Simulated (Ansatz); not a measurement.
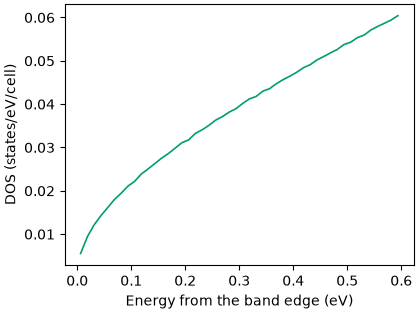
Fig. 1. Density of states of BN (F-43m) above the conduction band minimum, PBEsol, rigid bands run with Ansatz (a first-principles code); cell volume 11.7 Å³.

Task: What effective density of states at 300 K does this give (∫ g(E) exp(−E/k_BT) dE, both spins, divided by the cell's size)?

Result: 2.2e19 cm⁻³, a density-of-states mass of 0.92 mₑ, valleys and band degeneracy included.

Spin-orbit coupling is left out. Geometry: cell and atoms relaxed with PBEsol.
